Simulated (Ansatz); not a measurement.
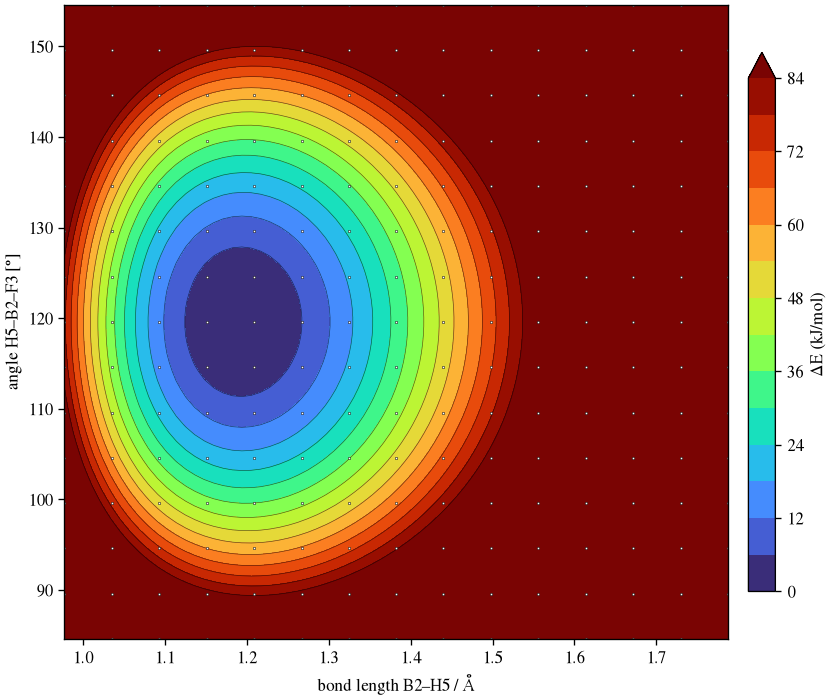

BFH2O, SMILES OBF. 
- The first coordinate is: bond length B2–H5; the second: angle H5–B2–F3.
- Nothing is relaxed (all other coordinates rigid).
- The scan uses a 15 × 15 grid.
- Points are written as (first, second).
- All energies are given in kJ/mol relative to the relaxed molecule at the same level.
- The reference is spin-restricted, which grows unreliable where a bond is stretched far.
- Method: Ansatz, RKS PBE0-D4/def2-TZVP.

In the figure: filled contours, dots at the grid points, one colour for all values above the top of the scale. Between grid points the surface is interpolated.

**Where is the minimum, and how stiff is the well along each coordinate?**

The interpolated minimum is at bond length B2–H5 ≈ 1.192 Å, angle H5–B2–F3 ≈ 119.6°. The curvatures there are about 25 eV/Å² and 6 eV/rad², with a cross term of about 0 eV/(Å·rad). Round the minimum the two coordinates are nearly uncoupled. (1 eV is 96.5 kJ/mol.)
